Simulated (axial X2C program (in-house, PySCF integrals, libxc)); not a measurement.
**Run report: AsSc, relativistic diatomic calculation**

System: AsSc, single determinant with Ω = 1 (not the lowest found). The distance is the PBE0 minimum at charge 0.
Method: expectation values, HF and Kohn-Sham, two-component X2C with atomic mean-field Coulomb and Gaunt terms, As dyall-cv3z, Sc dyall-cv3z (cores contracted) (axial X2C program (in-house, PySCF integrals, libxc)).

### Input
```
{"zs": [33, 21], "q": 0, "bas": ["dyall-cv3z", "dyall-cv3z"], "r0": 2.69, "levels": ["PBE0", "HF", "B3LYP", "BP86", "r2SCAN"], "nst": 3}
```

The line is the task of a batch: nuclear charges, charge, bases, the levels to run, a first guess of the distance and further settings. This report covers the levels named above. The log is that of the reference distance, started from orbitals converged before.

Hardware: 1 thread of Arm Neoverse N1, 16 GiB of memory available, shared host.

Launched within a batch (the task file carries these settings):
```bash
python <driver script> task.json out
```

### The program's output
```
two-component X2C + atomic mean field  PBE0
basis functions 234  fitting functions 1275  grid points 5799
iter        total energy     max residual
   1      -3023.698303490     8.30e-05
   2      -3023.698303548     2.91e-05
   3      -3023.698303573     3.33e-05
   4      -3023.698303581     2.98e-05
   5      -3023.698303592     4.55e-06
   6      -3023.698303593     3.41e-06
converged
one-electron -4498.23790049  Coulomb 1445.18005911  exact exchange -30.22536021  xc functional -92.95071803  nuclear repulsion 153.50347726  atomic mean-field constant -0.96786122
```

### Expectation values by level of theory

```tsv
quantity	PBE0	HF	B3LYP	BP86	r2SCAN
effective field for an electron dipole moment (GV/cm)	−0.411	−0.992	−0.410	−0.481	−0.561
field gradient at the first nucleus (a.u.)	−2.18	0.790	−2.11	−2.53	−2.56
field gradient at the second nucleus (a.u.)	−0.874	−1.05	−0.897	−0.961	−0.947
A∥/gI, first nucleus (MHz)	211	349	270	241	243
A∥/gI, second nucleus (MHz)	−429	−476	−439	−442	−461
```

Each column comes from one determinant with 2 or more unpaired spinors, which can mix states, in a basis with contracted cores. Its net spin projection is 0.00, less than that of parallel spins, so it mixes states of different spin, and the effective field and the spin part of A∥ belong to no true state. The levels disagree widely: the effective field runs from −0.992 to −0.410 GV/cm and the field gradient at the first nucleus runs from −2.56 to 0.790 a.u. They may not all have settled in the same state, and these values aren't reliable properties of the molecule.

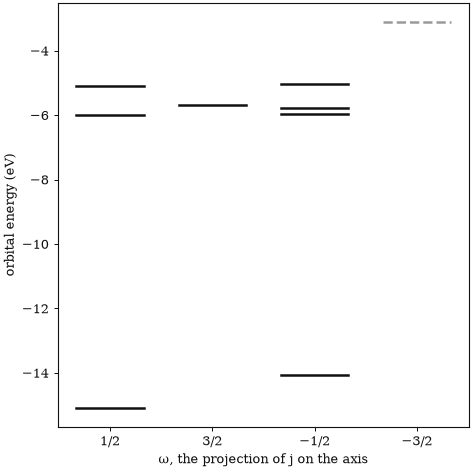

Figure 1. Orbital energies (PBE0) near the frontier at 2.39 Å, filled (solid) and empty (dashed). The highest filled spinor (−1/2; 49 % Sc s, 40 % Sc d) lies at −5.04 eV, the lowest empty one (−3/2; 50 % As p, 35 % Sc d) at −3.11 eV.

### Results in brief

```
   quantity                                         value
    outcome  converged; the determinant mixes spin states
  wall time                                          10 s
peak memory                                      0.56 GiB
```
